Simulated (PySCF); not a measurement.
**H3NO (hydroxylamine): B2PLYP/STO-6G**

What is the energy change on altering one bond length of H3NO (hydroxylamine) at B2PLYP/STO-6G? 

The calculation is run with PySCF 2.14.0.

10 further runs of the same task are left out: 2 that didn't finish, 8 set aside as unsound or not needed.

## Step 1: Starting point

H3NO has 5 atoms, charge 0, and is taken as a singlet. SMILES: `NO`. The shape is that of a GFN2-xTB optimisation. This is one conformer, not always the lowest.

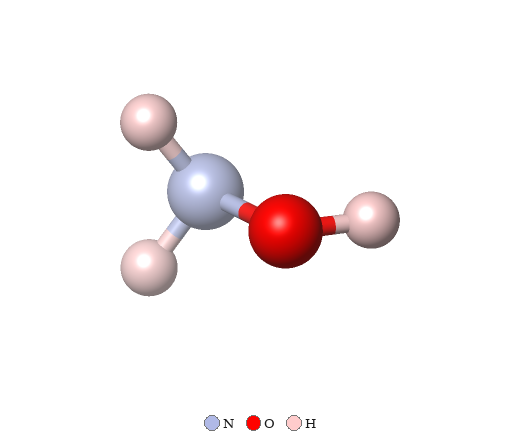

Viewed from a chosen angle; nitrogen light blue, oxygen red, hydrogen pink.

## Step 2: A single-point energy at B2PLYP/STO-6G

calc.py reads:

```python
# hydroxylamine
from pyscf import gto, dft, mp

molecule = gto.M(
    atom='''
N     -0.338091    -0.692471    -0.591333
O      0.702468     1.274148     0.948189
H     -0.305701    -2.279274     0.501269
H     -2.185827    -0.216015    -0.859107
H      2.127151     1.913593     0.001002
''',
    basis='sto-6g',
    unit='bohr',
    max_memory=1860,
    charge=0,
    verbose=3,
)

ks = dft.RKS(molecule)
ks.xc = '0.53*HF + 0.47*B88, 0.73*LYP'
ks.grids.level = 5
ks.conv_tol = 1e-10
ks.kernel()
if not ks.converged:
    ks = ks.newton().run(ks.mo_coeff, ks.mo_occ)

pt = mp.MP2(ks, frozen=2).run()
energy = ks.e_tot + 0.27 * pt.e_corr
print('PT2 part  %.8f' % (0.27 * pt.e_corr))
print(f'total energy: {energy:.8f} hartree')
```

On the command line:

```sh
$ OMP_NUM_THREADS=1 python calc.py
```

Output:

```text
converged SCF energy = -130.94743903087
E(RMP2) = -131.053274277811  E_corr = -0.105835246940501
E(SCS-RMP2) = -131.066734283626  E_corr = -0.119295252755627
PT2 part  -0.02857552
total energy: -130.97601455 hartree
```

Wall time 2.6 s (1 thread of Arm Neoverse V1, shared host); peak memory 0.17 GiB.

## Step 3: The distorted shape, same level

job.py reads:

```python
from pyscf import gto, dft, mp

mol = gto.M(
    atom='''
N     -2.902542    -1.843483     1.113617
O     -1.861983     0.123136     2.653140
H     -2.870152    -3.430286     2.206219
H     -4.750278    -1.367026     0.845843
H      2.127151     1.913593     0.001002
''',
    basis='sto-6g',
    max_memory=1860,
    spin=0,
    unit='bohr',
    charge=0,
    verbose=3,
)

calc0 = dft.RKS(mol, xc='0.53*HF + 0.47*B88, 0.73*LYP')
calc0.conv_tol = 1e-10
calc0.grids.level = 5
calc0.kernel()
if not calc0.converged:
    calc0 = calc0.newton().run(calc0.mo_coeff, calc0.mo_occ)

pt = mp.MP2(calc0, frozen=2).run()
e_final = calc0.e_tot + 0.27 * pt.e_corr
print('PT2 part  %.8f' % (0.27 * pt.e_corr))
print('E(%s) = %.9f' % ('B2PLYP', e_final))
```

On the command line:

```sh
$ OMP_NUM_THREADS=1 python job.py
```

Output:

```text
converged SCF energy = -130.657444665978
E(RMP2) = -131.1020865018  E_corr = -0.444641835821881
E(SCS-RMP2) = -131.16593852928  E_corr = -0.508493863302007
PT2 part  -0.12005330
E(B2PLYP) = -130.777497962
```

Run time: 4.8 s. Hardware: 1 thread of Arm Neoverse V1, shared host; peak memory 0.17 GiB.

## Step 4: What came out

Level: B2PLYP/STO-6G, 2 core orbitals frozen.

| quantity | value |
| --- | --- |
| first shape: total energy | -130.97601 Eh |
| first shape: dipole moment (SCF part) | 0.39 D |
| first shape: HOMO energy (SCF part's orbitals) | -6.07 eV |
| first shape: LUMO energy (SCF part's orbitals) | 10.07 eV |
| first shape: HOMO–LUMO gap (SCF part's orbitals) | 16.14 eV |
| distorted shape: total energy | -130.77750 Eh |
| distorted shape: dipole moment (SCF part) | 2.49 D |
| distorted shape: HOMO energy (SCF part's orbitals) | -3.82 eV |
| distorted shape: LUMO energy (SCF part's orbitals) | -0.43 eV |
| distorted shape: HOMO–LUMO gap (SCF part's orbitals) | 3.40 eV |
| energy change with the O2–H5 bond stretched from 0.966 to 2.706 Å | 5.402 eV |

One bond (distorted shape) is far stretched, which a spin-restricted single reference describes badly; perturbation theory on it can break down and give far too much correlation. With the O2–H5 bond stretched from 0.966 to 2.706 Å the energy rises by 5.40 eV (521 kJ/mol). The first shape isn't relaxed at this level, so the change isn't measured from a minimum. A restricted reference can't describe the breaking bond well at this length. The minimal basis adds a large error of its own. Mulliken charges (distorted shape) run from -0.29 on N1 to +0.20 on H4; they depend strongly on the basis.
